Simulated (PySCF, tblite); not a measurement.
# C5H11NO2Si: geometry, infrared bands and NMR shifts

Aim: predict the infrared bands and NMR shifts of C5H11NO2Si (`CCO[SiH2]/N=C/C(C)=O`).

Programs: tblite 0.8.0 and PySCF 2.14.0, with density-fitted response routines of our own. Each step states its level of theory. These are calculated values for one molecule in the gas phase, unless marked as measured. Atoms are numbered from 0 throughout.

### 1 Starting geometry

20 atoms, charge 0, multiplicity 1; geometry from: force field or distance geometry start.

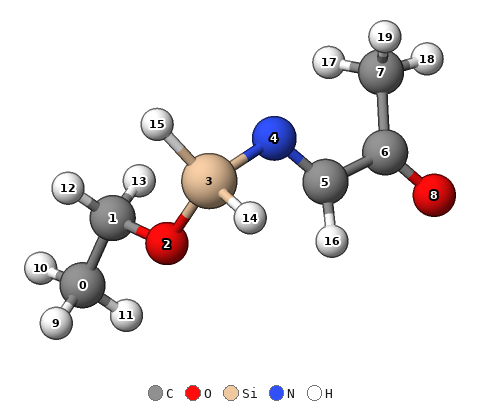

As it starts; carbon grey, oxygen red, silicon light orange, nitrogen blue, hydrogen white, atoms numbered; sticks join atoms by distance.

### 2 Geometry optimisation with GFN2-xTB

The job: settings as JSON, then the geometry in Å.

```
{"job": {"kind": "relax", "xc": "GFN2-xTB", "basis": "xTB"}, "charge": 0, "multiplicity": 1}
C     -0.964300     0.014300    -3.302100
C     -1.380200     0.218300    -1.860100
O     -1.110100    -1.001600    -1.146500
Si    -1.463200    -1.051500     0.463600
N     -0.208800    -0.154300     1.266700
C      0.969000    -0.660400     1.145900
C      2.160600     0.027900     1.778000
C      1.919800     1.320000     2.507000
O      3.261200    -0.513200     1.673000
H     -1.541700    -0.808100    -3.745400
H     -1.155800     0.924100    -3.884000
H      0.084000    -0.248400    -3.373000
H     -2.447100     0.468100    -1.792800
H     -0.786100     1.037500    -1.426500
H     -1.400400    -2.446800     0.955400
H     -2.773900    -0.428200     0.761200
H      1.235600    -1.588300     0.614300
H      1.503500     2.050900     1.811400
H      2.859400     1.697700     2.904800
H      1.233400     1.152700     3.344200
```

Started as:

```console
$ OMP_NUM_THREADS=1 python probes_run.py task.json out
```

One launch serves the whole session: the jobs run in the order shown.

Output:

```text
step      E/eV     max force
  0    -792.12990    2.208
  1    -792.20359    1.941
  2    -792.25975    0.496
  3    -792.27918    0.389
  4    -792.29505    0.627
  5    -792.30674    0.393
  6    -792.32531    0.388
  7    -792.34955    0.565
  8    -792.36492    0.428
  9    -792.37896    0.272
 10    -792.39194    0.404
 11    -792.40641    0.478
 12    -792.41997    0.371
 13    -792.43020    0.195
 14    -792.43732    0.217
 15    -792.44481    0.235
 16    -792.45346    0.286
 17    -792.46123    0.222
 18    -792.46839    0.187
 19    -792.47620    0.225
 20    -792.48423    0.295
 21    -792.49172    0.234
 22    -792.49780    0.160
 23    -792.50252    0.150
 24    -792.50689    0.174
 25    -792.51127    0.181
 26    -792.51556    0.148
 27    -792.51989    0.158
 28    -792.52410    0.182
 29    -792.52798    0.215
 30    -792.53172    0.160
 31    -792.53516    0.173
 32    -792.53832    0.140
 33    -792.54075    0.129
 34    -792.54240    0.109
 35    -792.54454    0.148
 36    -792.54731    0.190
 37    -792.55025    0.169
 38    -792.55310    0.129
 39    -792.55572    0.110
 40    -792.55824    0.157
 41    -792.56062    0.171
 42    -792.56239    0.083
 43    -792.56325    0.095
 44    -792.56391    0.068
 45    -792.56438    0.066
 46    -792.56498    0.059
 47    -792.56544    0.064
 48    -792.56613    0.062
 49    -792.56669    0.056
 50    -792.56729    0.055
 51    -792.56793    0.058
 52    -792.56872    0.062
 53    -792.56962    0.063
 54    -792.57067    0.086
 55    -792.57208    0.102
 56    -792.57402    0.105
 57    -792.57629    0.102
 58    -792.57826    0.105
 59    -792.57978    0.121
 60    -792.58116    0.121
 61    -792.58183    0.192
 62    -792.58325    0.116
 63    -792.58406    0.062
 64    -792.58477    0.053
 65    -792.58512    0.055
 66    -792.58586    0.064
 67    -792.58652    0.065
 68    -792.58716    0.049
 69    -792.58769    0.052
 70    -792.58824    0.049
 71    -792.58880    0.063
 72    -792.58937    0.076
 73    -792.58993    0.060
 74    -792.59045    0.053
 75    -792.59094    0.042
 76    -792.59132    0.036
 77    -792.59160    0.038
 78    -792.59190    0.045
 79    -792.59230    0.048
 80    -792.59281    0.055
 81    -792.59338    0.060
 82    -792.59392    0.048
 83    -792.59439    0.051
 84    -792.59486    0.052
 85    -792.59540    0.065
 86    -792.59603    0.076
 87    -792.59667    0.057
 88    -792.59716    0.059
 89    -792.59776    0.061
 90    -792.59830    0.068
 91    -792.59926    0.082
 92    -792.59977    0.072
 93    -792.60060    0.053
 94    -792.60101    0.041
 95    -792.60133    0.042
 96    -792.60163    0.047
 97    -792.60214    0.060
 98    -792.60280    0.071
 99    -792.60354    0.062
100    -792.60428    0.072
101    -792.60495    0.086
102    -792.60495    0.192
103    -792.60621    0.056
104    -792.60677    0.049
105    -792.60768    0.038
106    -792.60791    0.048
107    -792.60817    0.031
108    -792.60826    0.022
109    -792.60834    0.021
110    -792.60844    0.020
111    -792.60852    0.026
112    -792.60858    0.031
113    -792.60862    0.016
114    -792.60866    0.015
115    -792.60871    0.017
116    -792.60878    0.021
117    -792.60887    0.022
118    -792.60897    0.026
119    -792.60905    0.026
120    -792.60912    0.024
121    -792.60919    0.023
122    -792.60929    0.020
123    -792.60941    0.023
124    -792.60956    0.026
125    -792.60970    0.025
126    -792.60980    0.021
127    -792.60990    0.021
128    -792.61003    0.023
129    -792.61019    0.024
130    -792.61034    0.017
131    -792.61041    0.043
132    -792.61048    0.020
133    -792.61053    0.018
134    -792.61065    0.022
135    -792.61072    0.023
136    -792.61081    0.029
137    -792.61088    0.024
138    -792.61096    0.018
139    -792.61102    0.018
140    -792.61109    0.022
141    -792.61116    0.031
142    -792.61124    0.020
143    -792.61131    0.016
144    -792.61137    0.014
145    -792.61142    0.017
146    -792.61149    0.021
147    -792.61160    0.025
148    -792.61175    0.029
149    -792.61190    0.029
150    -792.61201    0.033
151    -792.61209    0.024
152    -792.61217    0.018
153    -792.61228    0.034
154    -792.61235    0.029
155    -792.61244    0.020
156    -792.61264    0.022
157    -792.61279    0.025
158    -792.61302    0.032
159    -792.61323    0.037
160    -792.61349    0.045
161    -792.61377    0.040
162    -792.61398    0.063
163    -792.61418    0.031
164    -792.61435    0.044
165    -792.61455    0.046
166    -792.61471    0.032
167    -792.61494    0.026
168    -792.61502    0.037
169    -792.61509    0.016
170    -792.61513    0.031
171    -792.61520    0.018
172    -792.61523    0.012
173    -792.61525    0.015
174    -792.61527    0.014
175    -792.61532    0.015
176    -792.61537    0.014
177    -792.61543    0.014
178    -792.61549    0.030
179    -792.61554    0.017
180    -792.61559    0.035
181    -792.61564    0.014
182    -792.61569    0.027
183    -792.61568    0.041
184    -792.61579    0.021
185    -792.61585    0.022
186    -792.61596    0.032
187    -792.61605    0.025
188    -792.61615    0.033
189    -792.61625    0.030
190    -792.61632    0.036
191    -792.61642    0.026
192    -792.61652    0.022
193    -792.61657    0.044
194    -792.61665    0.034
195    -792.61670    0.028
196    -792.61677    0.029
197    -792.61679    0.023
198    -792.61684    0.012
199    -792.61689    0.015
200    -792.61693    0.018
201    -792.61698    0.018
202    -792.61704    0.021
203    -792.61709    0.019
204    -792.61713    0.017
205    -792.61717    0.014
206    -792.61720    0.018
207    -792.61723    0.011
208    -792.61726    0.010
209    -792.61729    0.011
210    -792.61730    0.007
```

It took 2.9 s on 1 thread of Arm Neoverse N1, shared host; peak memory 0.18 GiB.

The steps of the relaxation: (not every step is listed)

| step | energy from step 0 (eV) | largest force (eV/Å) |
| --- | --- | --- |
| 0 | 0.0000 | 2.2075 |
| 1 | -0.0737 | 1.9408 |
| 2 | -0.1299 | 0.4960 |
| 3 | -0.1493 | 0.3890 |
| 4 | -0.1651 | 0.6272 |
| 5 | -0.1768 | 0.3925 |
| 6 | -0.1954 | 0.3880 |
| 7 | -0.2197 | 0.5650 |
| 8 | -0.2350 | 0.4275 |
| 27 | -0.3900 | 0.1582 |
| 46 | -0.4351 | 0.0594 |
| 65 | -0.4552 | 0.0553 |
| 84 | -0.4650 | 0.0519 |
| 103 | -0.4763 | 0.0561 |
| 122 | -0.4794 | 0.0199 |
| 141 | -0.4813 | 0.0313 |
| 160 | -0.4836 | 0.0451 |
| 179 | -0.4856 | 0.0173 |
| 198 | -0.4869 | 0.0119 |
| 205 | -0.4873 | 0.0139 |
| 206 | -0.4873 | 0.0179 |
| 207 | -0.4873 | 0.0110 |
| 208 | -0.4874 | 0.0104 |
| 209 | -0.4874 | 0.0108 |
| 210 | -0.4874 | 0.0073 |

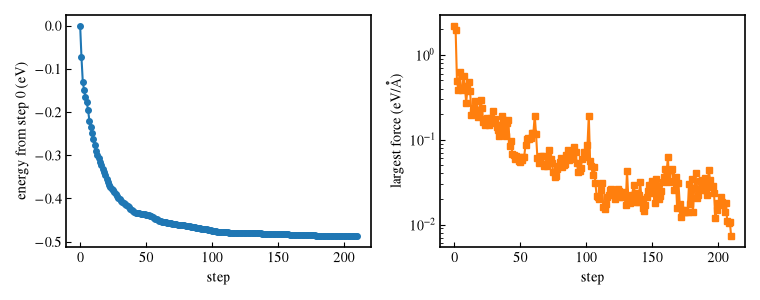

Energy and force, step by step.

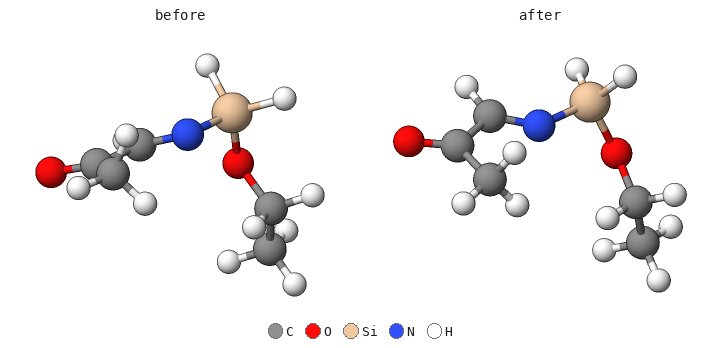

The geometry before (left) and after (right).

Close pairs (by a distance rule), those that changed most:

| bond | before (Å) | after (Å) | change (Å) |
| --- | --- | --- | --- |
| C1–O2 | 1.439 | 1.401 | -0.038 |
| N4–C5 | 1.288 | 1.250 | -0.038 |
| O2–Si3 | 1.649 | 1.614 | -0.035 |
| Si3–H14 | 1.481 | 1.454 | -0.027 |
| C6–O8 | 1.231 | 1.207 | -0.024 |
| Si3–H15 | 1.482 | 1.465 | -0.017 |
| C0–H9 | 1.098 | 1.087 | -0.012 |
| C5–C6 | 1.514 | 1.503 | -0.012 |

The next job starts from the end point, and lists it.

### 3 Harmonic vibrations with GFN2-xTB

The job: settings as JSON, then the geometry in Å.

```
{"job": {"kind": "ir", "xc": "GFN2-xTB", "basis": "xTB"}, "charge": 0, "multiplicity": 1}
C     -1.106663     0.240416    -3.278363
C     -1.335407     0.383753    -1.781290
O     -1.408751    -0.885833    -1.193739
Si    -1.314862    -1.328860     0.355565
N      0.097410    -0.597899     1.037409
C      1.111795    -0.992916     1.651928
C      2.170723    -0.027938     2.105668
C      1.805968     1.420242     1.974941
O      3.223218    -0.429957     2.539798
H     -1.914252    -0.335170    -3.722678
H     -1.068426     1.221260    -3.744388
H     -0.169884    -0.279309    -3.462139
H     -2.274429     0.918195    -1.589628
H     -0.519223     0.956618    -1.327077
H     -1.378624    -2.770931     0.184597
H     -2.344928    -0.741747     1.215940
H      1.328264    -2.040439     1.893314
H      1.438469     1.610259     0.969913
H      2.660775     2.051634     2.199665
H      0.993677     1.639299     2.665714
```

Output:

```text
mode    cm-1     km/mol
  1     -11.6      2.03
  2      15.0      3.31
  3      46.7      1.42
  4      64.0      3.33
  5      85.7      1.98
  6     119.2      3.58
  7     121.1      5.10
  8     166.0      6.16
  9     210.2      0.47
 10     256.7      5.05
 11     289.7     11.14
 12     375.1      5.14
 13     435.3     18.09
 14     489.0     14.17
 15     504.7     12.96
 16     557.3    139.14
 17     612.5     19.28
 18     738.3     81.07
 19     761.3    170.46
 20     788.8    214.57
 21     825.7     61.50
 22     827.8      3.03
 23     837.7     52.12
 24     865.3    162.02
 25     990.2     21.44
 26     998.1      2.32
 27    1007.3     62.49
 28    1096.4     24.47
 29    1144.0      9.49
 30    1160.3    247.75
 31    1190.4    135.47
 32    1262.7      0.21
 33    1287.0     10.11
 34    1342.1      9.24
 35    1359.1     43.76
 36    1399.0      8.75
 37    1432.4     13.10
 38    1439.8     15.68
 39    1476.2      3.14
 40    1486.3      0.78
 41    1494.9      3.02
 42    1744.0     79.57
 43    1765.3    311.88
 44    2231.4    276.50
 45    2334.1    252.24
 46    2860.1     89.13
 47    2890.7     57.96
 48    2920.2     46.23
 49    3023.8      3.26
 50    3044.1     24.70
 51    3044.8      0.32
 52    3045.8     30.10
 53    3050.5     22.63
 54    3062.8     14.28
```

It took 1.4 s on 1 thread of Arm Neoverse N1, shared host; peak memory 0.18 GiB.

Which atoms move in the most intense modes:

| cm⁻¹ | km/mol | atoms |
| --- | --- | --- |
| 557 | 139.1 | H14 33 %, H15 18 %, Si3 18 % |
| 761 | 170.5 | H15 51 %, H14 29 % |
| 789 | 214.6 | H14 29 %, Si3 20 %, H15 11 %, O2 11 % |
| 865 | 162.0 | N4 25 %, Si3 21 %, C5 20 % |
| 1160 | 247.8 | O2 46 %, C1 35 % |
| 1765 | 311.9 | N4 32 %, C5 30 %, C6 21 %, O8 15 % |
| 2231 | 276.5 | H15 96 % |
| 2334 | 252.2 | H14 96 % |

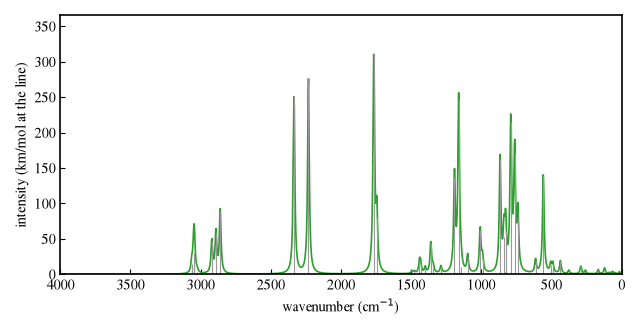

The infrared spectrum from these modes, unscaled. Lines are broadened to a width of 14 cm⁻¹ (Lorentzian).

### 4 Shielding tensors: PBE0/pcSseg-1

Same as in step 3 but for these lines:

```diff
@@ -1,2 +1,2 @@
-{"job": {"kind": "ir", "xc": "GFN2-xTB", "basis": "xTB"}, "charge": 0, "multiplicity": 1}
+{"job": {"kind": "nmr", "xc": "PBE0", "basis": "pcSseg-1"}, "charge": 0, "multiplicity": 1}
 C     -1.106663     0.240416    -3.278363
```

Method: GIAO PBE0/pcSseg-1 NMR shielding, non-relativistic, gas phase.

Output:

```text
coarse grid: 17112 points
cycle   1  E = -690.9463025566  dE =  1.224e+00  |g| = 1.036e+00  |ddm| = 3.992e+00
cycle   2  E = -690.4227830539  dE =  5.235e-01  |g| = 1.949e+00  |ddm| = 2.708e+00
cycle   3  E = -691.1454613477  dE = -7.227e-01  |g| = 2.210e-01  |ddm| = 2.035e+00
cycle   4  E = -691.1540005311  dE = -8.539e-03  |g| = 1.095e-01  |ddm| = 2.612e-01
cycle   5  E = -691.1559898311  dE = -1.989e-03  |g| = 3.964e-02  |ddm| = 1.119e-01
cycle   6  E = -691.1563221449  dE = -3.323e-04  |g| = 8.347e-03  |ddm| = 3.622e-02
cycle   7  E = -691.1563341745  dE = -1.203e-05  |g| = 4.164e-03  |ddm| = 8.925e-03
cycle   8  E = -691.1563373886  dE = -3.214e-06  |g| = 6.079e-04  |ddm| = 3.306e-03
final grid: 160472 points
cycle   9  E = -691.2287007983  dE = -1.588e-05  |g| = 1.535e-02  |ddm| = 2.607e-02
cycle  10  E = -691.2285916614  dE =  1.091e-04  |g| = 2.845e-02  |ddm| = 3.139e-02
cycle  11  E = -691.2287442504  dE = -1.526e-04  |g| = 3.462e-03  |ddm| = 2.324e-02
cycle  12  E = -691.2287466449  dE = -2.394e-06  |g| = 4.427e-04  |ddm| = 2.784e-03
cycle  13  E = -691.2287466748  dE = -2.991e-08  |g| = 1.844e-04  |ddm| = 4.858e-04
cycle  14  E = -691.2287466815  dE = -6.738e-09  |g| = 3.615e-05  |ddm| = 1.790e-04
cycle  15  E = -691.2287466817  dE = -2.262e-10  |g| = 1.749e-05  |ddm| = 4.639e-05
converged SCF energy = -691.2287466817

GIAO shielding tensors (ppm)
atom      isotropic    diamagn.    paramagn.     s11        s22        s33       span
  0 C      166.316     246.546     -80.230    148.840    164.587    185.521     36.681
  1 C      124.736     246.749    -122.013     95.214    112.382    166.613     71.399
  2 O      289.858     397.118    -107.260    262.865    291.485    315.224     52.359
  3 Si     388.121     882.683    -494.562    358.541    375.552    430.270     71.729
  4 N     -152.738     338.609    -491.347   -547.396   -162.090    251.273    798.669
  5 C       15.342     251.842    -236.500    -74.435     18.234    102.228    176.662
  6 C      -18.317     254.407    -272.724   -117.760    -28.413     91.221    208.980
  7 C      160.230     251.466     -91.236    140.286    155.046    185.357     45.071
  8 O     -368.539     393.119    -761.659   -980.074   -470.824    345.281   1325.355
  9 H       30.102      27.428       2.674     26.477     28.209     35.619      9.142
 10 H       30.718      27.809       2.909     26.876     27.811     37.466     10.591
 11 H       30.272      30.351      -0.079     26.596     28.890     35.328      8.732
 12 H       27.528      30.686      -3.159     22.846     27.432     32.306      9.459
 13 H       27.349      34.474      -7.126     21.274     28.914     31.857     10.584
 14 H       26.494      30.385      -3.891     22.695     24.719     32.066      9.371
 15 H       26.228      30.748      -4.520     23.622     24.242     30.821      7.200
 16 H       23.565      30.777      -7.212     21.891     22.166     26.639      4.748
 17 H       28.521      32.721      -4.200     23.750     28.919     32.893      9.142
 18 H       29.872      27.898       1.974     26.592     28.363     34.661      8.069
 19 H       29.492      29.706      -0.214     26.180     29.028     33.269      7.089
```

Wall time 1.8 min (1 thread of Arm Neoverse N1, shared host); peak memory 1 GiB.

The references, computed at this level on geometries of the same kind, shield at (ppm): 1H TMS 31.72, 13C TMS 186.9, 29Si TMS 349.2, 15N NH3 267.7, 17O H2O 336.1. Their shielding less the atom's gives the shift. The references are single molecules in the gas phase, so shifts against H2O, NH3, PH3, H3PO4 or CFCl3 are not on the usual liquid scales and can be off by tens of ppm. Atoms listed in one row are averaged.

| atoms | environment | σ (ppm) | δ (ppm) | δ scaled to CDCl3 |
| --- | --- | --- | --- | --- |
| C6 | ketone carbonyl carbon | -18.3 | 205.2 | 198.4 |
| C5 | C=N carbon | 15.3 | 171.6 | 165.5 |
| C1 | sp3 CH2 bonded to O | 124.7 | 62.2 | 58.8 |
| C7 | methyl carbon α to a carbonyl | 160.2 | 26.7 | 24.1 |
| C0 | methyl carbon | 166.3 | 20.6 | 18.2 |
| H16 | hydrogen on a C=N carbon | 23.57 | 8.15 | 7.79 |
| H14, H15 | hydrogen on a silicon bonded to N, O | 26.36 | 5.36 | – |
| H12, H13 | hydrogen on an sp3 CH2 bonded to O | 27.44 | 4.28 | 4.14 |
| H17, H18, H19 | hydrogen on a methyl carbon α to a carbonyl | 29.29 | 2.42 | 2.39 |
| H9, H10, H11 | hydrogen on a methyl carbon | 30.36 | 1.35 | 1.38 |
| O8 | ketone oxygen | -368.5 | 704.6 | – |
| O2 | oxygen bonded to C, Si | 289.9 | 46.2 | – |
| Si3 | silicon bonded to N, O, 2 H | 388.1 | -39.0 | – |
| N4 | imine nitrogen | -152.7 | 420.5 | – |

The scaled column applies a straight-line fit of computed shieldings to shifts measured in CDCl3 (root-mean-square error 0.16 ppm for H, 1.9 ppm for C).

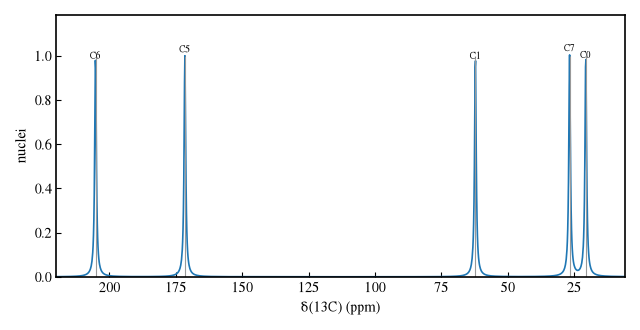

13C lines at the computed shifts, without couplings. Lines are broadened to a width of 0.74 ppm (Lorentzian).

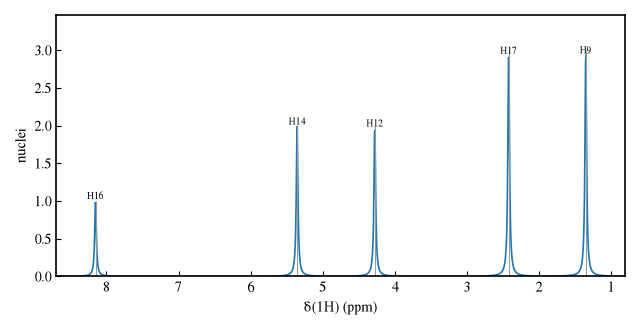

1H lines at the computed shifts, without couplings. Lines are broadened to a width of 0.03 ppm (Lorentzian).

Charges from the same density, by scheme (e):

| atoms | Mulliken | IAO | Hirshfeld | ESP fit |
| --- | --- | --- | --- | --- |
| C0 | -0.28 | -0.42 | -0.12 | -0.37 |
| C1 | 0.03 | -0.04 | 0.01 | 0.46 |
| O2 | -0.63 | -0.64 | -0.22 | -0.51 |
| Si3 | 0.93 | 1.11 | 0.42 | 0.73 |
| N4 | -0.56 | -0.53 | -0.20 | -0.48 |
| C5 | 0.13 | 0.02 | 0.06 | 0.19 |
| C6 | 0.14 | 0.37 | 0.16 | 0.63 |
| C7 | -0.24 | -0.48 | -0.13 | -0.52 |
| O8 | -0.34 | -0.39 | -0.22 | -0.51 |

IAO charges:

C0 -0.42; C1 -0.04; O2 -0.64; Si3 1.11; N4 -0.53; C5 0.02; C6 0.37; C7 -0.48; O8 -0.39; H9 0.15; H10 0.14; H11 0.15; H12 0.13; H13 0.13; H14 -0.16; H15 -0.16; H16 0.12; H17 0.17; H18 0.16; H19 0.17

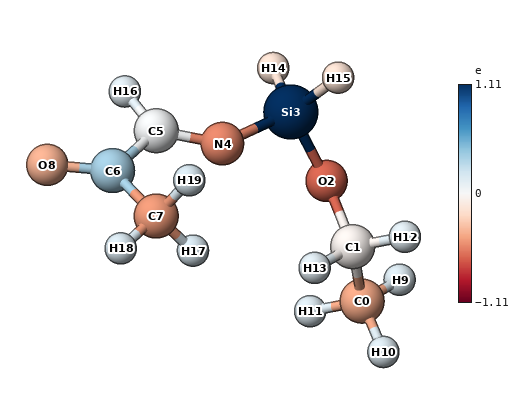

IAO charges, as colours on the atoms.

Mayer bond orders: C0–C1 1.07, C1–O2 0.87, O2–Si3 1.02, Si3–N4 0.91, N4–C5 1.90, C5–C6 0.91, C6–C7 1.01, C6–O8 2.00.

Orbitals, density, ELF and potential are computed afterwards from the orbital file.

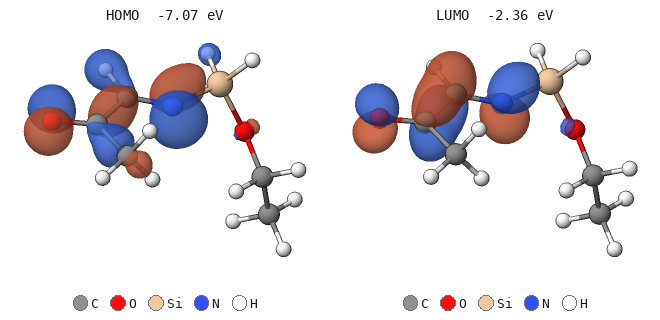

PBE0/pcSseg-1 orbitals near the gap, drawn at the value that encloses 70 % of each; the two colours are the two signs.

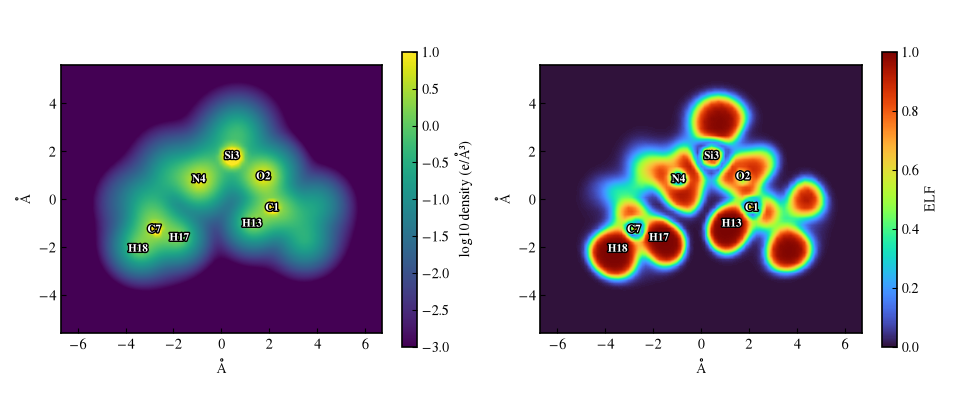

Density (left) and ELF (right) in a plane through or near 8 of the atoms.

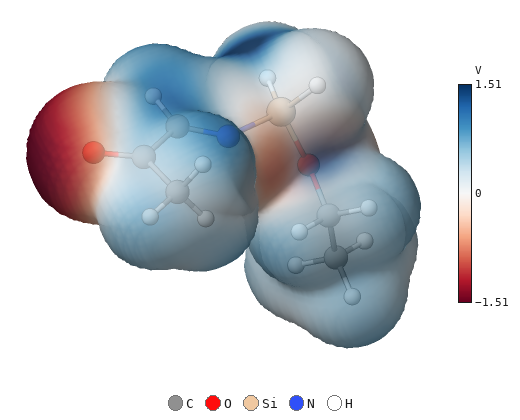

The potential that a unit positive charge feels on the 0.002 e/bohr³ surface, from -1.51 V near O8 to 1.14 V near H14.

### 5 Outcome

| quantity | value |
| --- | --- |
| strongest single infrared mode (GFN2-xTB) | 1765 cm⁻¹, 312 km/mol |
| zero-point energy (GFN2-xTB) | 95.2 kcal/mol |
| 13C shifts against TMS (PBE0/pcSseg-1) | 205.2, 171.6, 62.2, 26.7, 20.6 ppm |
| 1H shifts against TMS (PBE0/pcSseg-1, means over atoms taken as alike) | 8.15, 5.36, 4.28, 2.42, 1.35 ppm |
| 17O shifts against H2O (PBE0/pcSseg-1) | 704.6, 46.2 ppm |
| 29Si shifts against TMS (PBE0/pcSseg-1) | -39.0 ppm |
| 15N shifts against NH3 (PBE0/pcSseg-1) | 420.5 ppm |
| surface potential, least and greatest | -1.51 V and 1.14 V |

The optimisation took 210 steps and gained 0.487 eV; among the close pairs (by a distance rule), C1–O2 changed most, from 1.439 to 1.401 Å. The lowest mode is slightly imaginary (12i cm⁻¹), a soft motion within the noise of the Hessian, so the minimum is not strictly shown. The strongest single mode, at 1765 cm⁻¹, is carried by N4, C5, C6, O8. Unscaled tight-binding wavenumbers are off by several per cent, some by more. Its intensities can rank the bands wrongly. The most deshielded carbon is C6 (ketone carbonyl carbon), at 205.2 ppm: the double bond to the heteroatom, with no lone-pair donor beside it, deshields it most. At PBE0/pcSseg-1: The widest tensor belongs to O8: span 1325 ppm, with a paramagnetic part of -762 ppm. By nearest atom (PBE0/pcSseg-1), the HOMO sits on N4 32 %; O8 28 % and the LUMO on N4 25 %; C5, C6 about 20 % each.
